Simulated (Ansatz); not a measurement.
**Run report: B2SiH5, geometry relaxation**

- system: B2SiH5, multiplicity 2
- method: UKS PBE/6-31G (Ansatz 0.2.0)

It belongs to a series of runs on one base structure; here: start relaxed. Figures and captions count atoms from 1; the log counts them from 0 in places.

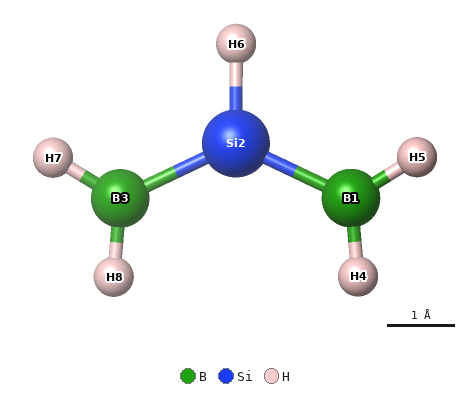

The input geometry (ball-and-stick view, seen on its broad side; atoms are numbered from 1 in the order of the input). Bond lengths as drawn: B–H 1.18 Å, B–Si 1.92 Å and H–Si 1.49 Å.

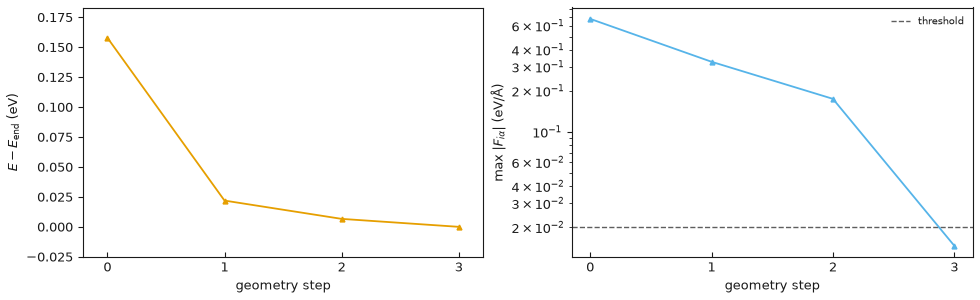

Progress of the relaxation, step by step (the first geometry is step 0 here and step 1 in the log).

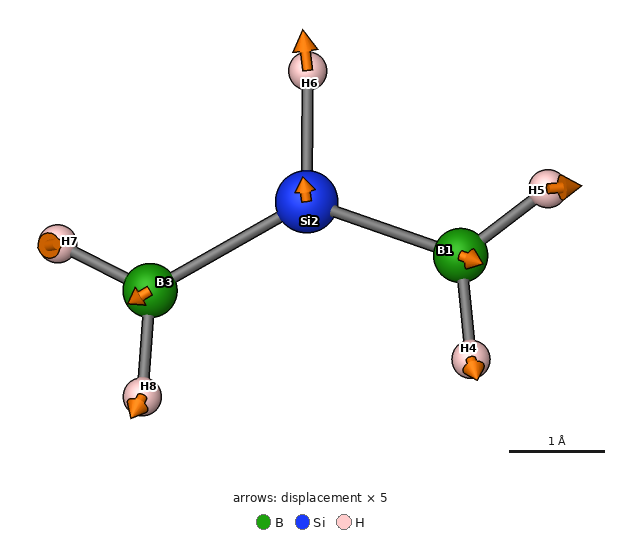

The starting structure with the displacements as orange arrows, magnified 5 times (ball-and-stick view, seen at an oblique angle). The two geometries are laid on each other by the best rigid fit. The atom that moves furthest after the best rigid fit is H6 (0.091 Å). Largest moves by element: H 0.091 Å, B 0.058 Å, Si 0.056 Å. Among the contacts that change: B1–Si2 1.918 → 1.998 Å, Si2–H6 1.490 → 1.524 Å, B1–H4 1.176 → 1.204 Å. Among the angles that change: H4–B1–H5 116.4° → 119.5°, Si2–B1–H5 123.3° → 120.6°, B1–Si2–B3 129.3° → 126.7°. Over 3 geometry steps the energy falls by 0.158 eV. The largest force component goes from 0.67 to 0.015 eV/Å. (Atoms are counted from 1 in the order of the input.)

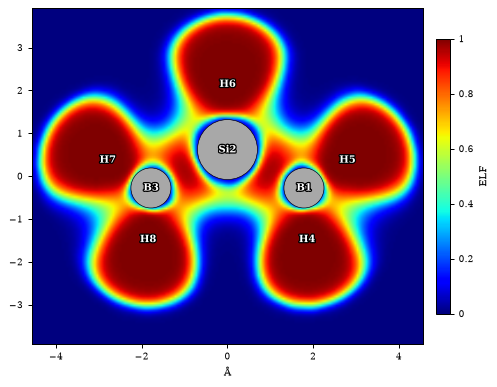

ELF on the molecular plane. Grey discs, where drawn, cover atomic cores. B–H (1.20 Å): the ELF climbs to about 1 towards the hydrogen, as it does in any bond to H (a covalent bond by its length). Si–H (1.52 Å): the ELF climbs to about 1 towards the hydrogen.

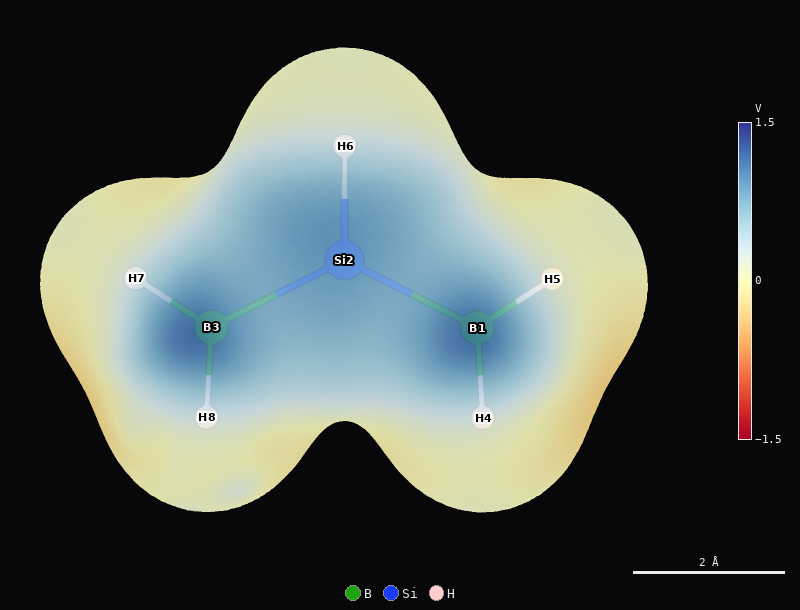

The electrostatic potential painted on the density surface at 0.002 e/bohr³, seen face on; red is negative and blue positive.

The input and output of the run follow.

The input:
```yaml
crystal:
  periodic: [false, false, false]
  atoms:
    - { symbol: B, position_ang: [-1.11709, 0.80259, -1.08429] }
    - { symbol: Si, position_ang: [0.00515, 0.39109, 0.41602] }
    - { symbol: B, position_ang: [1.09159, -1.15812, 0.73124] }
    - { symbol: H, position_ang: [-1.28681, 0.00633, -1.93324] }
    - { symbol: H, position_ang: [-1.65036, 1.84004, -1.22676] }
    - { symbol: H, position_ang: [0.07108, 1.44134, 1.47052] }
    - { symbol: H, position_ang: [1.84088, -1.2492, 1.63187] }
    - { symbol: H, position_ang: [1.04556, -2.07407, -0.00536] }
magnetization:
  spin_polarized: true
  initial_magnetization: 1
basis:
  gaussian: { orbitals: "6-31G" }
hamiltonian:
  xc: pbe
relax:
  f_tol: 0.02
  max_steps: 40
output:
  orbitals: {}
```

Launched with:
```bash
ansatz run input.yaml --threads 1 --pin off --max-ram 2048MiB --backend cpu --events-out ev --progress --plain --runs-dir out
```

The program's output:
```
The last accepted step is kept in [file] (removed where the run ends without a failure and the disk answers)
Engine: ansatz 0.2.0, aarch64-unknown-linux-gnu
Functional definition: PBE
  parameter kappa = 0.804
  parameter beta = 0.06672455060314922
  exchange = pbe_x(kappa = kappa, mu = beta*pi^2/3)
  correlation = pbe_c(beta = beta)
583 factors; integrals over basis functions are off by at most 2.1e-4 eV
mean field evaluation 1: about -9298.2040 eV, gradient 1.7e1 eV
mean field evaluation 2: about -9298.3262 eV, gradient 1.7e1 eV
mean field evaluation 4: about -9300.6222 eV, gradient 3.6e-1 eV
mean field evaluation 8: about -9300.6165 eV, gradient 1.1e-2 eV
mean field -9300.61647955 eV, -341.7913514390 hartree, gradient 2.7e-5 eV, S^2 0.751544; 0 other end points of the search recorded, 0 dependent functions left out
the calculation of the forces begins
reference -9300.61651355 eV, -341.7913526888 hartree; 15, 14 occupied and 26, 27 virtual orbitals, 583 factors
relax step   1: F+E_penalty+E_count = -9300.61647955 eV  Δ(F+E_penalty+E_count) = +0.000e0 eV  max|allowed force component| = 6.742e-1 eV/Å  Δτ_max = 0.0000 Å  (24 SCF iters, accepted)
these checks for a lower state are left out or cut short: starts, cluster_reference, orbital_swaps, neighbouring_geometries, increment
583 factors; integrals over basis functions are off by at most 2.2e-4 eV
mean field evaluation 16: about -9300.7582 eV, gradient 1.3e-2 eV
mean field -9300.75245498 eV, -341.7963484442 hartree, gradient 3.0e-5 eV, S^2 0.751638; 0 other end points of the search recorded, 0 dependent functions left out
the calculation of the forces begins
reference -9300.75248933 eV, -341.7963497065 hartree; 15, 14 occupied and 26, 27 virtual orbitals, 583 factors
relax step   2: F+E_penalty+E_count = -9300.75245498 eV  Δ(F+E_penalty+E_count) = -1.360e-1 eV  max|allowed force component| = 3.267e-1 eV/Å  Δτ_max = 0.0645 Å  (24 SCF iters, accepted)
these checks for a lower state are left out or cut short: starts, cluster_reference, orbital_swaps, neighbouring_geometries, increment
583 factors; integrals over basis functions are off by at most 2.2e-4 eV
mean field -9300.76773588 eV, -341.7969100070 hartree, gradient 3.6e-5 eV, S^2 0.751699; 0 other end points of the search recorded, 0 dependent functions left out
the calculation of the forces begins
reference -9300.76777033 eV, -341.7969112726 hartree; 15, 14 occupied and 26, 27 virtual orbitals, 583 factors
relax step   3: F+E_penalty+E_count = -9300.76773588 eV  Δ(F+E_penalty+E_count) = -1.528e-2 eV  max|allowed force component| = 1.748e-1 eV/Å  Δτ_max = 0.0538 Å  (23 SCF iters, accepted)
these checks for a lower state are left out or cut short: starts, cluster_reference, orbital_swaps, neighbouring_geometries, increment
583 factors; integrals over basis functions are off by at most 2.2e-4 eV
mean field -9300.77437917 eV, -341.7971541431 hartree, gradient 3.1e-5 eV, S^2 0.751674; 0 other end points of the search recorded, 0 dependent functions left out
the calculation of the forces begins
reference -9300.77441365 eV, -341.7971554103 hartree; 15, 14 occupied and 26, 27 virtual orbitals, 583 factors
relax step   4: F+E_penalty+E_count = -9300.77437917 eV  Δ(F+E_penalty+E_count) = -6.643e-3 eV  max|allowed force component| = 1.465e-2 eV/Å  Δτ_max = 0.0346 Å  (23 SCF iters, accepted)
583 factors; integrals over basis functions are off by at most 2.2e-4 eV
mean field evaluation 32: about -9298.6957 eV, gradient 1.6e1 eV
mean field -9300.77437917 eV, -341.7971541431 hartree, gradient 3.1e-5 eV, S^2 0.751674; 1 other end points of the search recorded, 0 dependent functions left out
the calculation of the forces begins
reference -9300.77441365 eV, -341.7971554103 hartree; 15, 14 occupied and 26, 27 virtual orbitals, 583 factors
Total energy: -9300.77441365 eV, -341.7971554103 hartree
Atom 0 at    -1.151805     0.813503    -1.129581 Å, force     0.000734    -0.002689     0.003760 eV/Å
Atom 1 at     0.028742     0.437351     0.437368 Å, force    -0.001785     0.006973     0.009836 eV/Å
Atom 2 at     1.123825    -1.205736     0.739998 Å, force    -0.003283     0.002186    -0.001486 eV/Å
Atom 3 at    -1.291817    -0.017468    -1.989686 Å, force     0.005699     0.002771     0.005723 eV/Å
Atom 4 at    -1.725400     1.867523    -1.225298 Å, force    -0.003591    -0.001148    -0.004275 eV/Å
Atom 5 at     0.103754     1.515957     1.511044 Å, force     0.002352    -0.010895    -0.014651 eV/Å
Atom 6 at     1.841237    -1.295004     1.702531 Å, force     0.000888    -0.005846     0.000284 eV/Å
Atom 7 at     1.071463    -2.116127    -0.046376 Å, force    -0.001014     0.008649     0.000809 eV/Å
Dipole moment:     0.000624     0.025347     0.026666 e Å
```

Trajectory as extended XYZ (Å, eV, eV/Å), 4 frames, from step=1 to step=4:
```
8
Properties=species:S:1:pos:R:3:forces:R:3 step=1 energy=-9300.61648
B    -1.1171    0.8026   -1.0843   -0.3455  -0.0109  -0.6080
Si    0.0052    0.3911    0.4160    0.0345   0.5645   0.5695
B     1.0916   -1.1581    0.7312    0.3319  -0.6130  -0.0534
H    -1.2868    0.0063   -1.9332   -0.0911  -0.5316  -0.4965
H    -1.6504    1.8400   -1.2268   -0.2798   0.6742   0.0396
H     0.0711    1.4413    1.4705    0.0117   0.4030   0.4206
H     1.8409   -1.2492    1.6319    0.4116   0.0667   0.6023
H     1.0456   -2.0741   -0.0054   -0.0732  -0.5529  -0.4742
8
Properties=species:S:1:pos:R:3:forces:R:3 step=2 energy=-9300.75245
B    -1.1240    0.8057   -1.1144   -0.2572   0.0414  -0.2618
Si    0.0146    0.4235    0.4396    0.0323   0.2052   0.1824
B     1.1131   -1.1796    0.7236    0.1537  -0.3267   0.0805
H    -1.3021   -0.0188   -1.9635    0.0286  -0.1507  -0.1063
H    -1.6725    1.8610   -1.2360   -0.0675   0.2062   0.0007
H     0.0683    1.4834    1.5193    0.0048   0.0937   0.0955
H     1.8575   -1.2634    1.6553    0.1371   0.0270   0.1659
H     1.0451   -2.1119   -0.0239   -0.0318  -0.0961  -0.1568
8
Properties=species:S:1:pos:R:3:forces:R:3 step=3 energy=-9300.76774
B    -1.1643    0.8294   -1.1409    0.1748  -0.1385   0.1318
Si    0.0262    0.4183    0.4198   -0.0067   0.1372   0.1561
B     1.1404   -1.2157    0.7527   -0.1550   0.1531  -0.1386
H    -1.3122   -0.0093   -1.9872   -0.0537  -0.0122  -0.0900
H    -1.7112    1.8943   -1.2348   -0.0319   0.0388  -0.0052
H     0.0804    1.4904    1.5120    0.0057  -0.0706  -0.0836
H     1.8714   -1.2797    1.7032    0.0252  -0.0119   0.0417
H     1.0692   -2.1278   -0.0248    0.0416  -0.0959  -0.0123
8
Properties=species:S:1:pos:R:3:forces:R:3 step=4 energy=-9300.77438
B    -1.1518    0.8135   -1.1296    0.0007  -0.0027   0.0038
Si    0.0287    0.4374    0.4374   -0.0018   0.0070   0.0098
B     1.1238   -1.2057    0.7400   -0.0033   0.0022  -0.0015
H    -1.2918   -0.0175   -1.9897    0.0057   0.0028   0.0057
H    -1.7254    1.8675   -1.2253   -0.0036  -0.0011  -0.0043
H     0.1038    1.5160    1.5110    0.0024  -0.0109  -0.0147
H     1.8412   -1.2950    1.7025    0.0009  -0.0058   0.0003
H     1.0715   -2.1161   -0.0464   -0.0010   0.0086   0.0008
```

Summary:

| quantity | value |
| --- | --- |
| outcome | converged |
| total energy | −9300.7744 eV |
| mean-field energy | −9300.7744 eV |
| ⟨S²⟩ | 0.752 |
| largest force (length of the vector) at the end | 0.018 eV/Å |
| hardware | 1 thread of Arm Neoverse N1, 24 GiB of memory available, shared host |
| wall time | 15 s |
| peak memory | 0.12 GiB |
